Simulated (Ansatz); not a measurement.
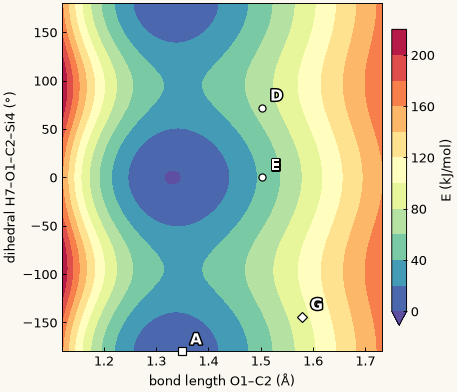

C₂H₂ClFOSi, SMILES OC1=C[Si]1(F)Cl. 
- First axis: bond length O1–C2. Second axis: dihedral H7–O1–C2–Si4.
- Nothing is relaxed (all other coordinates rigid).
- The scan uses a 9 × 10 grid.
- All energies are given in kJ/mol relative to the lowest grid point.
- These are results of RKS r2SCAN-D4/def2-SVP (Ansatz 0.2.0), not measurements.

In the figure: filled contours, lettered points. Between grid points the surface is interpolated.

What kind of point is each of A, D, E, G: minimum, saddle, maximum or slope?

A: minimum; D: on a slope; E: on a slope; G: on a slope. (In these two coordinates alone; a stationary point may lie a little off the grid point.)

Rank the lettered points by energy, lowest first.

A (6 kJ/mol), E (44 kJ/mol), D (67 kJ/mol), G (93 kJ/mol).
